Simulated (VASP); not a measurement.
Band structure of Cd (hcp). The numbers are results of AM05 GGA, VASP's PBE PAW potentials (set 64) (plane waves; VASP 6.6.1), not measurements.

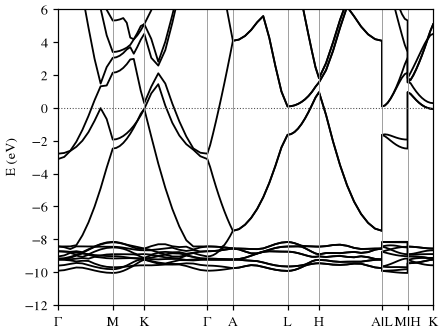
Fig. 1. Bands along high-symmetry lines, zero at the valence-band maximum or, without a gap, the Fermi level

Question: Read the plot: is there a gap, and where are the band edges?

Answer: It has no gap at this level: it comes out as a metal or semimetal. (Edges off the drawn lines would not show.)

The compound is Cd in the hcp structure. It was relaxed first.
